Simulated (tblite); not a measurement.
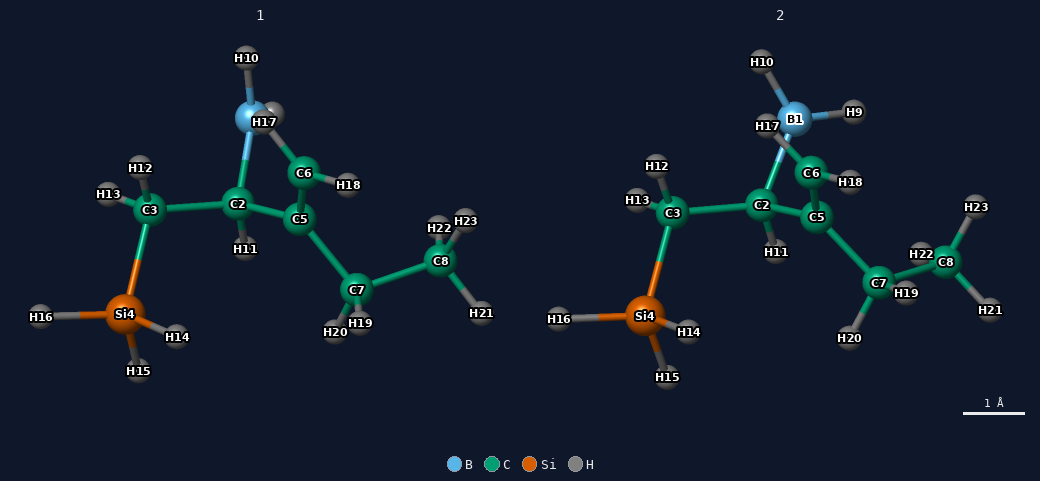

Two geometries of C6H15BSi, drawn at one scale. One is the start of a relaxation, the other its converged end. Style: ball-and-stick. Shown at a tilt.

All numbers below come from GFN2-xTB geometry optimisation, gas phase in tblite. 

**Which of the two is the end point?**

Structure 2 is the relaxed one. Over 204 geometry steps the energy falls by 5.79 kcal/mol. H9 moves most after the best rigid fit: 1.34 Å. By element the largest moves are H 1.34 Å, C 0.53 Å, B 0.51 Å, Si 0.04 Å. Among the contacts that change: B1–C2 1.602 → 1.572 Å, C2–H11 1.119 → 1.093 Å, C3–Si4 1.879 → 1.900 Å, C5–C6 1.350 → 1.330 Å. Among the angles between lasting bonds that change: B1–C2–C5 110.9° → 95.0°, B1–C2–H11 104.9° → 114.6°, B1–C2–C3 110.0° → 117.8°. Groups turn about C5–C7 by about 35°, B1–C2 by about 35°. The run took 2.8 s on 1 thread of Arm Neoverse N1 (shared host).
